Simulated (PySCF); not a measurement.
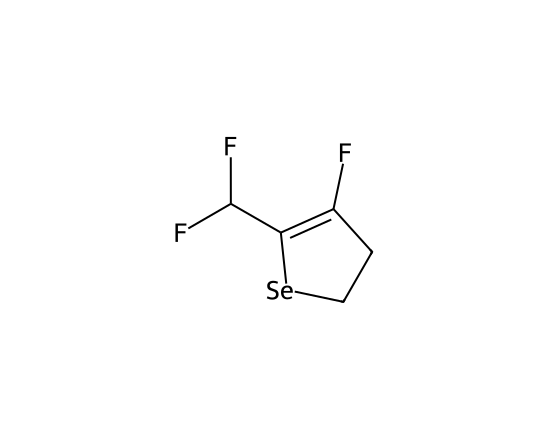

The geometry was computed by an optimisation with GFN2-xTB. No frequency run is at hand to confirm it as a minimum. Properties computed with CAM-B3LYP/def2-SVPD, gas phase (PySCF 2.14.0). Excitations: vertical, linear response.

Q: Estimate the brightest of the 8 lowest singlets.

A: 5.04 eV.

Q: Estimate the mean static polarisability.

A: 84.6 bohr³.

Q: What is the HOMO energy (Kohn–Sham orbital)?

A: −7.44 eV.

Q: Give the HOMO–LUMO gap at this level.

A: 7.74 eV.

The geometry is semi-empirical. Around Se such bond lengths and angles can be off by a tenth of an ångström or more and by several degrees, and values that hang on the shape move with them.
